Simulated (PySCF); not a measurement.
**C7H8O3Si (SMILES O=COc1cccc(O[SiH3])c1): density, localisation and related maps**

```xyz
19

O    -1.9276   -2.1064    1.2202
C    -2.6643   -1.6962    0.3752
O    -2.5181   -0.6352   -0.4032
C    -1.3894    0.1824   -0.3448
C    -1.5928    1.5297   -0.6131
C    -0.5077    2.3870   -0.6109
C     0.7630    1.9138   -0.3438
C     0.9619    0.5607   -0.0775
O     2.2094    0.1388    0.1743
Si    2.8544   -1.3161    0.5403
C    -0.1226   -0.3107   -0.0836
H    -3.6328   -2.1631    0.1199
H    -2.5903    1.8826   -0.8178
H    -0.6561    3.4358   -0.8171
H     1.6143    2.5762   -0.3366
H     2.2559   -1.8648    1.7553
H     4.2375   -0.9006    0.7054
H     2.6589   -2.2486   -0.5721
H     0.0366   -1.3558    0.1225
```

Geometry: GFN2-xTB.

These are results of PySCF, PBE0/pcSseg-1, SCF density, gas phase, non-relativistic, not measurements.

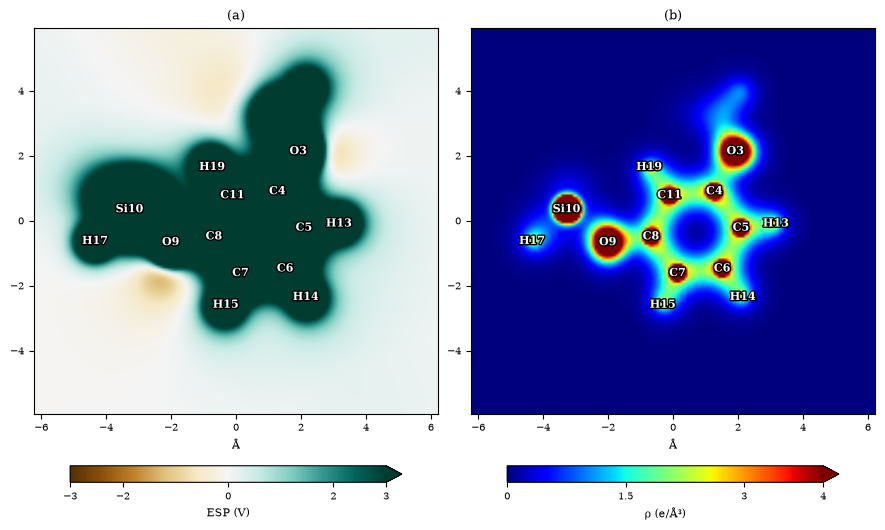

Figure 1. (a) molecular electrostatic potential; (b) electron density on the plane of atoms C8, O9 and Si10.

> Interpret the plot.

Atoms in the plane: O, C, Si and H. C–C (1.38 Å): the density is about 2.1 e/Å³ at the midpoint. Si–O (1.63 Å): ρ is about 1.1 e/Å³ halfway. C–H (1.08 Å): ρ at the midpoint is about 2 e/Å³. C–O (1.34 Å): the density is about 2.4 e/Å³ at the midpoint. Si–H (1.45 Å): ρ at the midpoint is about 0.84 e/Å³. Outside the dense part of the molecule the potential is most negative (−1.2 V) near O9.

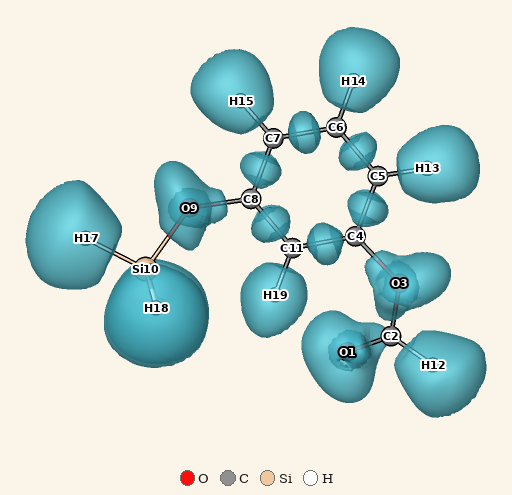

Figure 2. Isosurface of the ELF at 0.75 (cyan), seen across its widest extent. Core shells and regions of very low density are left out.

> Identify the bonds, lone pairs and shells in this picture.

The ELF exceeds this value in six regions between bonded C–C atoms (shared pairs), eight regions around hydrogen nuclei and three regions on O in which the atom's valence shell and bonds are merged.


C–O (1.19 Å): the ELF peaks at about 0.85 between the atoms: a multiple bond. C–C (1.38 Å): the ELF peaks at about 0.95 between the atoms: localised, covalent bonding.

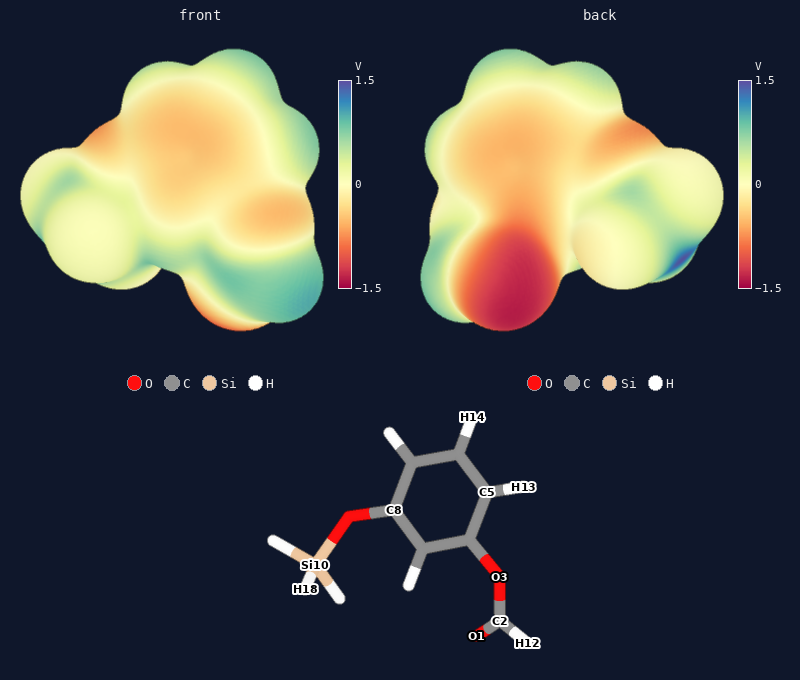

Figure 3. The molecular electrostatic potential painted on the density surface at 0.001 e/bohr³, seen from the front and from behind; red is negative and blue positive. The bare structure is drawn below in the same view.

> Where is the surface potential most negative and most positive?

The most negative region (about −1.3 V) lies over O1, the most positive (about +1.3 V) over Si10. O1 is the likeliest acceptor of a hydrogen bond.
